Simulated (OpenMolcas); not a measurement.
## Run report: AlH2O2, excited-state calculation (part 3 of 3)

Continued. System: AlH2O2, multiplicity 2. Method: CASPT2/ANO-RCC-VDZP, DKH2 (OpenMolcas 26.06). The geometry comes from this level: PBE0-D4/def2-TZVP.

Geometry of the input (Å):
```
O  -1.5735  -0.3246  -0.2375
Al 0.0185  -0.8251  0.0650
O  1.2494  0.3483  0.1600
H  -1.8097  0.5958  -0.3592
H  2.1651  0.1318  0.3304
```

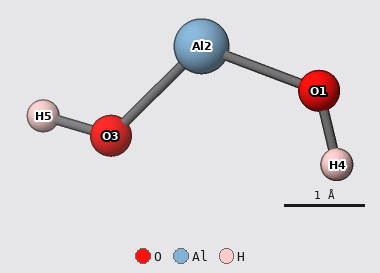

Fig. 1: The input geometry (ball-and-stick view, seen at a tilt; atoms are numbered from 1 in the order of the input). Sticks mark near contacts.

Log, continued:
```
********************************************************************************
 Multi-State initialization phase begins for group   1
--------------------------------------------------------------------------------
********************************************************************************
 Compute H0 matrices for state    1
--------------------------------------------------------------------------------
--------------------------------------------------------------------------------
 H0 matrices have been computed.

********************************************************************************
  CASPT2 EQUATION SOLUTION
--------------------------------------------------------------------------------

  Total nr of CASPT2 parameters:
   Before reduction:      156384
   After  reduction:      154479

 Variance of |WF0>:       2.1373523920

 The contributions to the second order correlation energy in atomic units.
-----------------------------------------------------------------------------------------------------------------------------
  IT.      VJTU        VJTI        ATVX        AIVX        VJAI        BVAT        BJAT        BJAI        TOTAL       RNORM
-----------------------------------------------------------------------------------------------------------------------------
   1    -0.000342   -0.000483   -0.032323   -0.022999   -0.015068   -0.055287   -0.089719   -0.278860   -0.495079    0.004509
   2    -0.000352   -0.000487   -0.032537   -0.022984   -0.015101   -0.055413   -0.089939   -0.278977   -0.495790    0.000469
   3    -0.000352   -0.000487   -0.032547   -0.022988   -0.015101   -0.055421   -0.089957   -0.278983   -0.495835    0.000052
   4    -0.000352   -0.000487   -0.032546   -0.022988   -0.015101   -0.055420   -0.089955   -0.278982   -0.495830    0.000006
-----------------------------------------------------------------------------------------------------------------------------

  FINAL CASPT2 RESULT:

      Reference energy:        -393.4621000054
      E2 (Non-variational):      -0.4958293145
      Shift correction:          -0.0076940384
      E2 (Variational):          -0.5035233530
      Total energy:            -393.9656233584
      Residual norm:              0.0000005909
      Reference weight:           0.86457

      Contributions to the CASPT2 correlation energy
      Active & Virtual Only:         -0.0879659531
      One Inactive Excited:          -0.1132942588
      Two Inactive Excited:          -0.2945691027

++ Denominators, etc.
--------------------------------------------------------------------------------------------------------------
 Report on small energy denominators, large coefficients, and large energy contributions.
CASE  SYMM ACTIVE-MIX  NON-ACTIVE INDICES          DENOMINATOR     RHS VALUE       COEFFICIENT     CONTRIBUTION
ATVX     1  Mu1.0001  Se1.018                       0.22901767      0.02432679     -0.03951682     -0.00096132
ATVX     1  Mu1.0001  Se1.019                       0.24215327     -0.01195620      0.01871233     -0.00022373
ATVX     1  Mu1.0001  Se1.020                       0.36640637     -0.04056338      0.06490487     -0.00263276
ATVX     1  Mu1.0001  Se1.024                       0.59194681      0.02135298     -0.02865953     -0.00061197
ATVX     1  Mu1.0003  Se1.026                       0.97002927      0.03390527     -0.02604421     -0.00088304
ATVX     1  Mu1.0015  Se1.026                       1.54432906      0.04610453     -0.02839789     -0.00130927
ATVX     1  Mu1.0001  Se1.028                       0.78364616     -0.02331471      0.02515249     -0.00058642
ATVX     1  Mu1.0001  Se1.032                       1.04526528      0.03092247     -0.02521607     -0.00077974
--

   (Skipping property calculation,
    use PROP keyword to activate)
--

++ CASPT2 computation for group   2

********************************************************************************
 Multi-State initialization phase begins for group   2
--------------------------------------------------------------------------------
********************************************************************************
 Compute H0 matrices for state    2
--------------------------------------------------------------------------------
--------------------------------------------------------------------------------
 H0 matrices have been computed.

********************************************************************************
  CASPT2 EQUATION SOLUTION
--------------------------------------------------------------------------------

  Total nr of CASPT2 parameters:
   Before reduction:      156384
   After  reduction:      154479

 Variance of |WF0>:       2.0850069590

 The contributions to the second order correlation energy in atomic units.
-----------------------------------------------------------------------------------------------------------------------------
  IT.      VJTU        VJTI        ATVX        AIVX        VJAI        BVAT        BJAT        BJAI        TOTAL       RNORM
-----------------------------------------------------------------------------------------------------------------------------
   1    -0.000240   -0.000475   -0.024826   -0.024568   -0.014986   -0.050121   -0.087794   -0.279103   -0.482113    0.002612
   2    -0.000241   -0.000477   -0.024969   -0.024615   -0.015002   -0.050178   -0.087874   -0.279147   -0.482504    0.000244
   3    -0.000241   -0.000477   -0.024975   -0.024619   -0.015003   -0.050179   -0.087877   -0.279149   -0.482520    0.000023
   4    -0.000241   -0.000477   -0.024975   -0.024618   -0.015002   -0.050179   -0.087877   -0.279148   -0.482517    0.000002
-----------------------------------------------------------------------------------------------------------------------------

  FINAL CASPT2 RESULT:

      Reference energy:        -393.3290147623
      E2 (Non-variational):      -0.4825171690
      Shift correction:          -0.0063329753
      E2 (Variational):          -0.4888501443
      Total energy:            -393.8178649066
      Residual norm:              0.0000001736
      Reference weight:           0.86939

      Contributions to the CASPT2 correlation energy
      Active & Virtual Only:         -0.0751533097
      One Inactive Excited:          -0.1127362345
      Two Inactive Excited:          -0.2946276249

++ Denominators, etc.
--------------------------------------------------------------------------------------------------------------
 Report on small energy denominators, large coefficients, and large energy contributions.
CASE  SYMM ACTIVE-MIX  NON-ACTIVE INDICES          DENOMINATOR     RHS VALUE       COEFFICIENT     CONTRIBUTION
VJTU     1  Mu1.0001  In1.012                       0.29079592     -0.00000789      0.00001631     -0.00000000
VJTU     1  Mu1.0001  In1.013                       0.26910983     -0.00580103      0.00900473     -0.00005224
ATVX     1  Mu1.0001  Se1.018                      -0.00942945      0.00000545      0.00000055      0.00000000
ATVX     1  Mu1.0001  Se1.019                       0.01833300     -0.00001322      0.00000264     -0.00000000
ATVX     1  Mu1.0001  Se1.020                       0.14139888      0.00001904     -0.00002490     -0.00000000
ATVX     1  Mu1.0001  Se1.021                       0.16511047     -0.00002087      0.00002851     -0.00000000
ATVX     1  Mu1.0008  Se1.021                       0.75026168     -0.02290296      0.02573663     -0.00058945
ATVX     1  Mu1.0005  Se1.023                       0.84961468      0.02469921     -0.02546526     -0.00062897
ATVX     1  Mu1.0001  Se1.026                       0.41613931      0.02957003     -0.04650071     -0.00137503
ATVX     1  Mu1.0017  Se1.026                       1.46458373      0.04525765     -0.02923414     -0.00132307
ATVX     1  Mu1.0022  Se1.032                       1.89298295      0.05230371     -0.02616008     -0.00136827
AIVX     1  Mu1.0014  In1.010 Se1.025               1.68712157      0.05242525     -0.02970953     -0.00155753
BJAIP    1  Se1.027 In1.011 Se1.027 In1.011         2.54669907      0.06982041     -0.02705044     -0.00188867
BJAIP    1  Se1.031 In1.013 Se1.031 In1.013         2.58495355      0.06718788     -0.02570485     -0.00172705
BJAIM    1  Se1.027 In1.011 Se1.033 In1.012         2.85845495     -0.07701876      0.02670737     -0.00205697
BJAIM    1  Se1.027 In1.011 Se1.030 In1.013         2.56582631      0.06581767     -0.02535103     -0.00166855
--

   (Skipping property calculation,
    use PROP keyword to activate)
--

++ CASPT2 computation for group   3

********************************************************************************
 Multi-State initialization phase begins for group   3
--------------------------------------------------------------------------------
********************************************************************************
 Compute H0 matrices for state    3
--------------------------------------------------------------------------------
--------------------------------------------------------------------------------
 H0 matrices have been computed.

********************************************************************************
  CASPT2 EQUATION SOLUTION
--------------------------------------------------------------------------------

  Total nr of CASPT2 parameters:
   Before reduction:      156384
   After  reduction:      154479

 Variance of |WF0>:       2.0319575855

 The contributions to the second order correlation energy in atomic units.
-----------------------------------------------------------------------------------------------------------------------------
  IT.      VJTU        VJTI        ATVX        AIVX        VJAI        BVAT        BJAT        BJAI        TOTAL       RNORM
-----------------------------------------------------------------------------------------------------------------------------
   1    -0.000466   -0.000430   -0.021471   -0.026456   -0.016789   -0.045466   -0.082122   -0.278837   -0.472038    0.002893
   2    -0.000471   -0.000434   -0.021515   -0.026474   -0.016817   -0.045539   -0.082286   -0.278932   -0.472467    0.000230
   3    -0.000471   -0.000434   -0.021517   -0.026476   -0.016817   -0.045540   -0.082292   -0.278934   -0.472480    0.000024
   4    -0.000471   -0.000434   -0.021516   -0.026475   -0.016817   -0.045540   -0.082291   -0.278933   -0.472477    0.000003
-----------------------------------------------------------------------------------------------------------------------------

  FINAL CASPT2 RESULT:

      Reference energy:        -393.2937590177
      E2 (Non-variational):      -0.4724773308
      Shift correction:          -0.0069739667
      E2 (Variational):          -0.4794512976
      Total energy:            -393.7732103153
      Residual norm:              0.0000002917
      Reference weight:           0.86906

      Contributions to the CASPT2 correlation energy
      Active & Virtual Only:         -0.0670560356
      One Inactive Excited:          -0.1092374758
      Two Inactive Excited:          -0.2961838194

++ Denominators, etc.
--------------------------------------------------------------------------------------------------------------
 Report on small energy denominators, large coefficients, and large energy contributions.
CASE  SYMM ACTIVE-MIX  NON-ACTIVE INDICES          DENOMINATOR     RHS VALUE       COEFFICIENT     CONTRIBUTION
VJTU     1  Mu1.0001  In1.011                       0.09826775      0.00000138     -0.00000264     -0.00000000
VJTU     1  Mu1.0001  In1.012                      -0.05149897     -0.00000185     -0.00000526      0.00000000
VJTU     1  Mu1.0002  In1.012                       0.25509139     -0.00030767      0.00136508     -0.00000042
VJTU     1  Mu1.0003  In1.012                       0.25509139     -0.00145146      0.00275216     -0.00000399
VJTU     1  Mu1.0001  In1.013                      -0.08204350     -0.00392516     -0.00193374      0.00000759
VJTU     1  Mu1.0002  In1.013                       0.22454686      0.00000486     -0.00000870     -0.00000000
VJTU     1  Mu1.0003  In1.013                       0.22454686     -0.00000524      0.00000874     -0.00000000
ATVX     1  Mu1.0001  Se1.018                      -0.11497209     -0.00001112     -0.00001236      0.00000000
ATVX     1  Mu1.0002  Se1.018                       0.19598454     -0.01622774      0.02321863     -0.00037679
ATVX     1  Mu1.0003  Se1.018                       0.19598454      0.00979344     -0.01363571     -0.00013354
ATVX     1  Mu1.0001  Se1.019                      -0.05635029     -0.00001110     -0.00000691      0.00000000
ATVX     1  Mu1.0002  Se1.019                       0.25460634     -0.00486559      0.00822221     -0.00004001
ATVX     1  Mu1.0003  Se1.019                       0.25460634      0.00496592     -0.00841809     -0.00004180
ATVX     1  Mu1.0001  Se1.020                       0.06782740      0.00002584     -0.00001918     -0.00000000
ATVX     1  Mu1.0001  Se1.021                       0.12086396     -0.00001284      0.00001552     -0.00000000
ATVX     1  Mu1.0011  Se1.021                       1.00438745     -0.03945888      0.03259775     -0.00128627
ATVX     1  Mu1.0001  Se1.022                       0.23195070      0.00000429     -0.00000732     -0.00000000
ATVX     1  Mu1.0001  Se1.023                       0.27220707     -0.00871941      0.01582031     -0.00013794
ATVX     1  Mu1.0006  Se1.023                       0.88975406     -0.02253879      0.02505232     -0.00056465
ATVX     1  Mu1.0008  Se1.023                       0.89412034     -0.05480527      0.05031926     -0.00275776
ATVX     1  Mu1.0001  Se1.024                       0.28742325      0.00006239     -0.00011398     -0.00000001
ATVX     1  Mu1.0001  Se1.025                       0.28396636      0.00004513     -0.00007883     -0.00000000
ATVX     1  Mu1.0011  Se1.025                       1.16748984     -0.03937444      0.02854071     -0.00112377
ATVX     1  Mu1.0008  Se1.026                       0.97838119      0.05590086     -0.04719387     -0.00263818
ATVX     1  Mu1.0008  Se1.030                       1.10203172     -0.03871882      0.02855105     -0.00110546
ATVX     1  Mu1.0011  Se1.032                       1.56764491      0.05220396     -0.02837251     -0.00148116
AIVX     1  Mu1.0001  In1.012 Se1.018               0.19760337     -0.00000307      0.00000370     -0.00000000
AIVX     1  Mu1.0002  In1.012 Se1.018               0.19769364     -0.00000677      0.00000809     -0.00000000
AIVX     1  Mu1.0001  In1.013 Se1.018               0.16705884      0.00069609     -0.00085150     -0.00000059
AIVX     1  Mu1.0002  In1.013 Se1.018               0.16714912      0.00169113     -0.00194505     -0.00000329
AIVX     1  Mu1.0001  In1.012 Se1.019               0.25622517      0.00000413     -0.00000729     -0.00000000
AIVX     1  Mu1.0002  In1.012 Se1.019               0.25631545      0.00000820     -0.00001388     -0.00000000
AIVX     1  Mu1.0001  In1.013 Se1.019               0.22568064     -0.00325957      0.00532502     -0.00001736
AIVX     1  Mu1.0002  In1.013 Se1.019               0.22577092     -0.00194631      0.00326322     -0.00000635
AIVX     1  Mu1.0005  In1.010 Se1.020               1.08087887      0.03556608     -0.02712814     -0.00096484
AIVX     1  Mu1.0005  In1.010 Se1.025               1.29701782     -0.04376638      0.02874819     -0.00125820
AIVX     1  Mu1.0008  In1.008 Se1.047               3.95545475      0.10656428     -0.02685895     -0.00286221
BVATP    1  Mu1.0001  Se1.021 Se1.021               0.91685726      0.04212303     -0.04149755     -0.00174800
BJAIP    1  Se1.027 In1.011 Se1.027 In1.011         2.51851300      0.06475724     -0.02535934     -0.00164220
BJAIP    1  Se1.031 In1.013 Se1.031 In1.013         2.54681675      0.08024002     -0.03113821     -0.00249853
BJAIM    1  Se1.027 In1.011 Se1.033 In1.012         2.80056194     -0.07278676      0.02573819     -0.00187340
--

   (Skipping property calculation,
    use PROP keyword to activate)
--

  Total CASPT2 energies:
::    CASPT2 Root  1     Total energy:   -393.96562336
::    CASPT2 Root  2     Total energy:   -393.81786491
::    CASPT2 Root  3     Total energy:   -393.77321032

  A NEW JOBIPH FILE NAMED 'JOBMIX' IS PREPARED.
********************************************************************************
--- Stop Module: caspt2 /rc=_RC_ALL_IS_WELL_ ---
--- Module caspt2 spent 1 second ---

.##################.
.# Happy landing! #.
.##################.

    Timing: Wall=8.15 User=7.24 System=0.89
```

Results in brief:

| quantity | value |
| --- | --- |
| outcome | converged |
| total energy | −393.965623 hartree |
| CASSCF energy | −393.462100 hartree |
| basis functions | 56 |
| wall time | 8.4 s |
| peak memory | 0.39 GiB |

Notes:

Settings chosen away from the usual ones: prwf set to 0.1 (from default).
